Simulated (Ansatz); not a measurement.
**CH3Ge (doublet): correlated methods under varied settings at twist about Ge1–C2 = 76.0°**

What do other methods and options give for CH3Ge (doublet) at this geometry, and how long do they take?

Program: Ansatz 0.2.0, Gaussian basis. Level of theory: the settings change from run to run. These are calculated values, not measurements.

16 further runs of the same task are left out: 1 for a mislabelled method, 14 that didn't finish, 1 set aside as unsound or not needed.

### Step 1. The geometry

The geometry derives from a PBE0/def2-TZVP stationary point (not a proven minimum). One half is turned about the bond named; the halves are rigid. No spin-orbit coupling is included. The filled d shell of Ge may be among the frozen orbitals whatever the setting's name suggests; the logs give the count.

5 atoms, charge 0, spin multiplicity 2.

Atoms are counted from 1 here; the program's logs count them from 0.

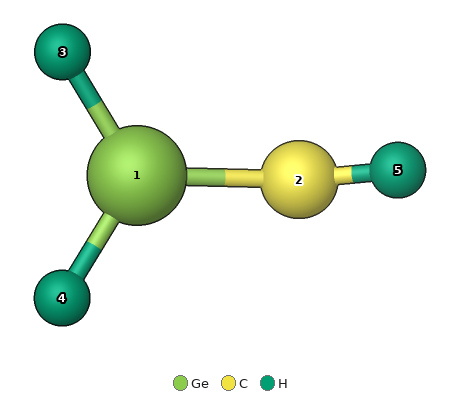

The geometry (germanium green, carbon yellow, hydrogen teal); atoms are numbered from 1 in the order of the file.

### Step 2. HF/cc-pVDZ

in.yaml

```yaml
crystal:
  periodic: [false, false, false]
  atoms:
    - {symbol: Ge, position_ang: [-0.005633, 0.013620, 0.251989]}
    - {symbol: C, position_ang: [-0.005633, -0.088276, -1.495498]}
    - {symbol: H, position_ang: [-0.005633, 1.340674, 1.010749]}
    - {symbol: H, position_ang: [-0.005633, -1.248638, 1.102082]}
    - {symbol: H, position_ang: [0.484324, -0.021719, -2.452631]}
basis:
  gaussian: {orbitals: cc-pVDZ}
magnetization: {spin_polarized: false, initial_magnetization: 1}
hamiltonian: {xc: hf}
output: {orbitals: {seedname: orbitals}}
```

Run with:

```bash
$ ansatz run in.yaml --threads 1 --pin off --events-out ev --progress --plain --max-ram 2393MiB
```

Log:

```text
Functional definition: HF
  name "HF"
  cite "Fock, Z. Phys. 61, 126 (1930) doi:10.1007/BF01340294"
  parent pbe
  exchange = exact_x
  correlation = 0
590 factors; integrals over basis functions are off by at most 1.0e-3 eV
mean field evaluation 1: about -57544.7033 eV, gradient 2.1e1 eV
mean field evaluation 2: about -57544.7052 eV, gradient 2.1e1 eV
mean field evaluation 4: about -57546.5812 eV, gradient 2.8e0 eV
mean field evaluation 8: about -57546.6319 eV, gradient 2.2e-3 eV
mean field evaluation 16: about -57546.3012 eV, gradient 1.8e0 eV
mean field evaluation 32: about -57546.5989 eV, gradient 7.9e-1 eV
mean field -57546.63188033 eV, -2114.7997150942 hartree, gradient 2.4e-5 eV, S^2 0.750000; 0 other end points of the search recorded, 0 dependent functions left out
reference -57546.63188033 eV, -2114.7997150942 hartree; 21, 20 occupied and 35, 36 virtual orbitals, 590 factors
Total energy: -57546.63188033 eV, -2114.7997150942 hartree
```

Run time: 0.9 s. Hardware: 1 thread of Arm Neoverse V1, shared host.

### Step 3. CCSDT on ROHF/6-31G

Edit in.yaml of step 2 so:

```diff
@@ -9,5 +9,4 @@
 basis:
-  gaussian: {orbitals: cc-pVDZ}
+  gaussian: {orbitals: 6-31G}
 magnetization: {spin_polarized: false, initial_magnetization: 1}
-hamiltonian: {xc: hf}
-output: {orbitals: {seedname: orbitals}}
+correlation: {method: ccsdt, electrons: outside_noble_gas}
```

The command is unchanged.

Log, shortened:

```text
Functional definition: HF
  name "HF"
  cite "Fock, Z. Phys. 61, 126 (1930) doi:10.1007/BF01340294"
  parent pbe
[...]
826 factors; integrals over basis functions are off by at most 1.5e-7 eV
[...]
mean field -57537.57741485 eV, -2114.4669696249 hartree, gradient 4.9e-6 eV, S^2 0.750000; 4 other end points of the search recorded, 0 dependent functions left out
[...]
determinant -57537.57741485 eV, -2114.4669696249 hartree, with singles and doubles -57542.21850161 eV, -2114.6375264176 hartree
determinant -57535.88988835 eV, -2114.4049541701 hartree, with singles and doubles -57539.95853830 eV, -2114.5544742978 hartree
determinant -57534.89453766 eV, -2114.3683757069 hartree, with singles and doubles -57538.76292907 eV, -2114.5105364689 hartree
determinant -57537.49832322 eV, -2114.4640630612 hartree, with singles and doubles -57542.21425941 eV, -2114.6373705198 hartree
determinant -57537.49832322 eV, -2114.4640630612 hartree, with singles and doubles -57542.22028237 eV, -2114.6375918594 hartree
determinant -57537.57741485 eV, -2114.4669696249 hartree, with singles and doubles -57542.22355408 eV, -2114.6377120924 hartree
unrestricted determinant -57538.29053581 eV, -2114.4931763370 hartree, S^2 1.3871
15 core orbitals not correlated: weight in the atoms' cores, before any rotation towards them, 0.996 or more for the frozen orbitals, at most 0.002 for the correlated occupied ones
reference -57537.57741485 eV, -2114.4669696249 hartree; 6, 5 occupied and 23, 24 virtual orbitals, 826 factors
second order -3.67749139 eV of doubles, -0.03805836 eV of singles
cycle   1  -4.18174495 eV  change   -4.6e-1 eV  update   9.3e-2
[...]
cycle  22  -4.81258566 eV  change   -3.7e-7 eV  update   3.7e-7
Total energy: -57542.39000051 eV, -2114.6438288858 hartree
```

It took 14 s on 1 thread of Arm Neoverse V1, shared host.

From the report: correlation -4.8126 eV; T1 0.032; largest double amplitude 0.22.

### Step 4. CCSD on ROHF/cc-pVDZ

Edit in.yaml of step 3 so:

```diff
@@ -9,4 +9,5 @@
 basis:
-  gaussian: {orbitals: 6-31G}
+  gaussian: {orbitals: cc-pVDZ}
 magnetization: {spin_polarized: false, initial_magnetization: 1}
-correlation: {method: ccsdt, electrons: outside_noble_gas}
+correlation: {method: ccsd, electrons: outside_noble_gas}
+scf: {omitted_lower_state_checks: [cluster_reference]}
```

Launched as before.

Log, shortened:

```text
Functional definition: HF
  name "HF"
  cite "Fock, Z. Phys. 61, 126 (1930) doi:10.1007/BF01340294"
  parent pbe
[...]
590 factors; integrals over basis functions are off by at most 1.0e-3 eV
[...]
mean field -57546.63188033 eV, -2114.7997150942 hartree, gradient 7.0e-6 eV, S^2 0.750000; 2 other end points of the search recorded, 0 dependent functions left out
15 core orbitals not correlated: weight in the atoms' cores, before any rotation towards them, 0.999 or more for the frozen orbitals, at most 0.001 for the correlated occupied ones
reference -57546.63188033 eV, -2114.7997150942 hartree; 6, 5 occupied and 35, 36 virtual orbitals, 590 factors
second order -5.71910395 eV of doubles, -0.06923859 eV of singles
cycle   1  -6.38407234 eV  change   -5.9e-1 eV  update   8.1e-2
[...]
cycle  14  -6.77239386 eV  change   -1.6e-6 eV  update   4.5e-6
Total energy: -57553.40427419 eV, -2115.0485959780 hartree
Checks for a lower state left out: cluster_reference
```

It took 1.7 s on 1 thread of Arm Neoverse V1, shared host.

From the report: correlation -6.7724 eV; T1 0.031; largest double amplitude 0.16.

### Step 5. The runs in one table

Where basis and cores are those of an earlier RCCSDT(Q)/cc-pVDZ run (-57553.7204 eV), and the state is the same kind, the miss against it is given.

| level | correlated | functions | energy (eV) | from RCCSDT(Q) (meV) | time |
| --- | --- | --- | --- | --- | --- |
| HF/cc-pVDZ |  | 56 | -57546.6319 | 7088.5 | 0.9 s |
| CCSDT on ROHF/6-31G | outside noble gas | 44 | -57542.3900 |  | 14 s |
| CCSD on ROHF/cc-pVDZ | outside noble gas | 56 | -57553.4043 | 316.2 | 1.7 s |

### Step 6. Results

| quantity | value |
| --- | --- |
| runs | 3 |
| quickest | HF/cc-pVDZ, 0.9 s |
| slowest | CCSDT on ROHF/6-31G, 14 s |

What this shows: Total energies in different bases, with other cores or another treatment of relativity can't be set against each other. CCSDT on ROHF/6-31G took 15 times as long as HF/cc-pVDZ; the jobs differ in more than the method. Hartree-Fock, CASSCF and CASCI lack dynamic correlation by design.
